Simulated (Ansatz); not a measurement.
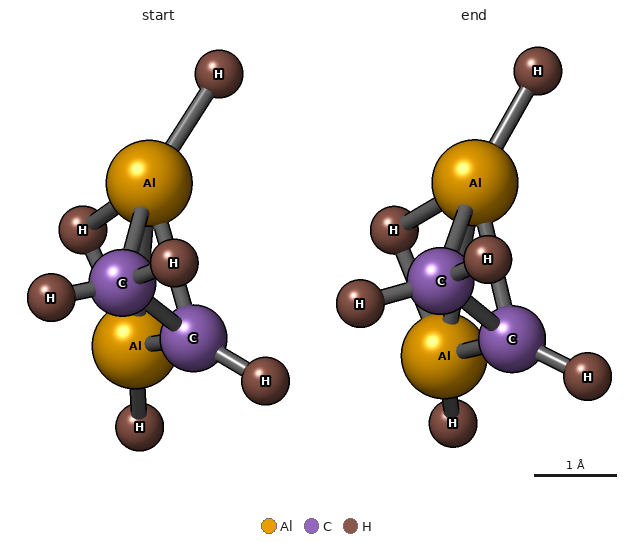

The structure of C₂H₆Al₂ (charge −1, multiplicity 2) before (left) and after (right) a relaxation, at one scale.

The picture is a ball-and-stick view, seen from a free direction.

All numbers below come from UKS SPW92/aug-pcseg-2 (Ansatz).

The input:
```yaml
crystal:
  periodic: [false, false, false]
  atoms:
    - {symbol: Al, position_ang: [-1.154012, 1.069195, -0.481151]}
    - {symbol: C, position_ang: [-0.517185, -0.599495, -0.211558]}
    - {symbol: C, position_ang: [0.405254, -0.823139, 1.043281]}
    - {symbol: Al, position_ang: [1.202805, 0.369055, -0.040362]}
    - {symbol: H, position_ang: [-2.489391, 1.787778, -1.117244]}
    - {symbol: H, position_ang: [0.157772, 1.807706, -0.081207]}
    - {symbol: H, position_ang: [-0.815938, -1.585612, -0.656545]}
    - {symbol: H, position_ang: [0.994555, -1.920011, 1.037290]}
    - {symbol: H, position_ang: [0.281511, -0.696209, 1.987066]}
    - {symbol: H, position_ang: [2.371638, 0.729440, -1.190058]}
basis:
  gaussian: {orbitals: aug-pcseg-2}
total_charge: -1
magnetization: {spin_polarized: true, initial_magnetization: 1}
hamiltonian: {xc: {name: SPW92}}
relax: {f_tol: 0.0001, max_steps: 2}
output: {forces: true}
```

Run as
```bash
ansatz run in.yaml --threads 2 --pin off --events-out ev --progress --plain --max-ram 4352MiB
```

What changed between the two?

Answer. The relaxation stopped without meeting its thresholds, so the last structure isn't shown to be converged. The input was poor on purpose: steps. The largest move after the best rigid fit is that of Al1, 0.16 Å. Largest moves by element: Al 0.16 Å, H 0.13 Å, C 0.06 Å. Among the contacts that change: C3–H9 0.960 → 1.066 Å, Al1–H6 1.558 → 1.656 Å, C3–H8 1.245 → 1.154 Å, Al4–H10 1.679 → 1.611 Å. Among the angles between lasting bonds that change: Al1–Al4–H10 118.4° → 131.3°, Al4–Al1–H5 163.1° → 151.0°, H6–Al4–H10 102.7° → 111.3°. Over 1 geometry step the energy falls by 127.2 kJ/mol. Largest force component: 6.4 eV/Å at the start, 2.3 eV/Å at the end. Cost: 63 s on 2 threads of Arm Neoverse V1 (shared host).
